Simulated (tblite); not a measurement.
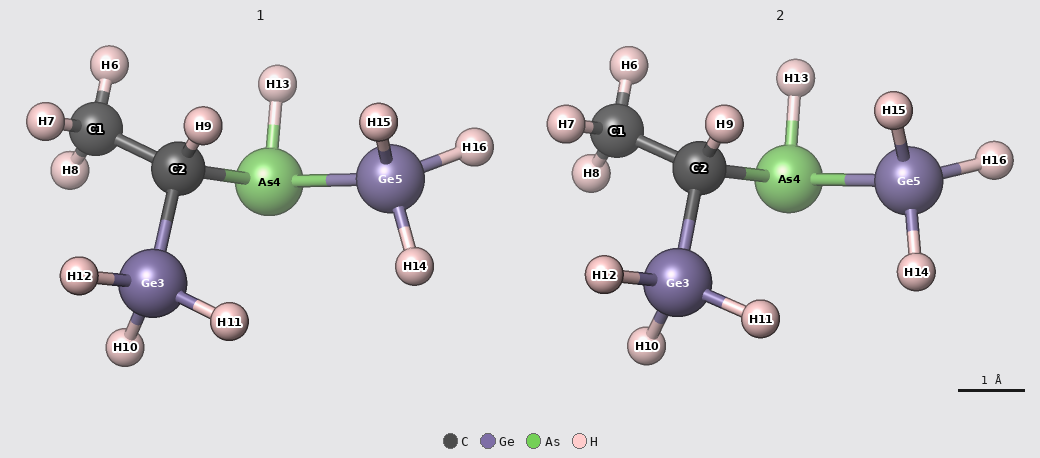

Two geometries of C2H11AsGe2, drawn at one scale. One is the start of a relaxation, the other its converged end. A ball-and-stick model, seen at a tilt.

The calculation used GFN2-xTB geometry optimisation, gas phase in tblite 0.8.0. 

Q: Which of the two is the end point?

A: Structure 1 is the relaxed one. H14 moves most after the best rigid fit: 0.33 Å. Largest moves by element: H 0.33 Å, Ge 0.08 Å, As 0.05 Å, C 0.03 Å. Among the contacts that change: Ge3–H12 1.558 → 1.501 Å, Ge3–H10 1.554 → 1.499 Å, Ge3–H11 1.539 → 1.499 Å, Ge5–H15 1.552 → 1.513 Å. Among the angles between lasting bonds that change: H14–Ge5–H15 110.3° → 103.4°, As4–Ge5–H15 109.3° → 115.1°, H14–Ge5–H16 109.0° → 103.3°. The energy falls by 21.4 kJ/mol in 77 geometry steps. The run took 0.43 s on 1 thread of Arm Neoverse V2, with other jobs on the host.
